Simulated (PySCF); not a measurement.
C9H13N, SMILES CC(C)c1cccc(N)c1, singlet at its GFN2-xTB optimised geometry (Å):

```
23

C     -1.5280    -2.2824     1.2589
C     -1.8341    -1.4644     0.0025
C     -1.5405    -2.2780    -1.2595
C     -1.0598    -0.1682     0.0000
C     -1.7300     1.0489     0.0021
C     -1.0215     2.2381     0.0034
C      0.3585     2.2330     0.0039
C      1.0497     1.0221     0.0000
N      2.4310     1.0015    -0.0751
C      0.3261    -0.1682     0.0000
H     -0.4834    -2.5830     1.2796
H     -1.7337    -1.6955     2.1515
H     -2.1430    -3.1796     1.2844
H     -2.9025    -1.2207     0.0087
H     -1.7596    -1.6892    -2.1475
H     -0.4947    -2.5732    -1.2945
H     -2.1522    -3.1778    -1.2795
H     -2.8102     1.0667     0.0044
H     -1.5516     3.1796     0.0074
H      0.9114     3.1618     0.0056
H      2.9025     1.8393     0.2256
H      2.8776     0.1477     0.2191
H      0.8705    -1.1020    -0.0018
```

Computed with CAM-B3LYP/def2-SVP (PySCF). Cells within 0.4 Å of a nucleus heavier than hydrogen are left out (blank, or x).

Map of the electrostatic potential (hartree/e), clipped to [-0.08, 0.12] on the plane z = 0.0 Å:

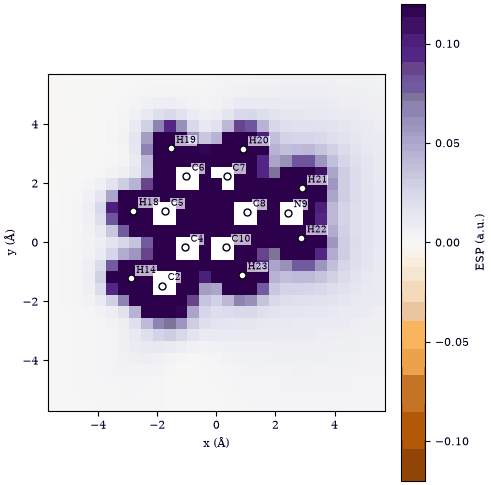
Figure: Electrostatic potential (hartree/e), clipped to [-0.08, 0.12] on the plane z = 0.0 Å.
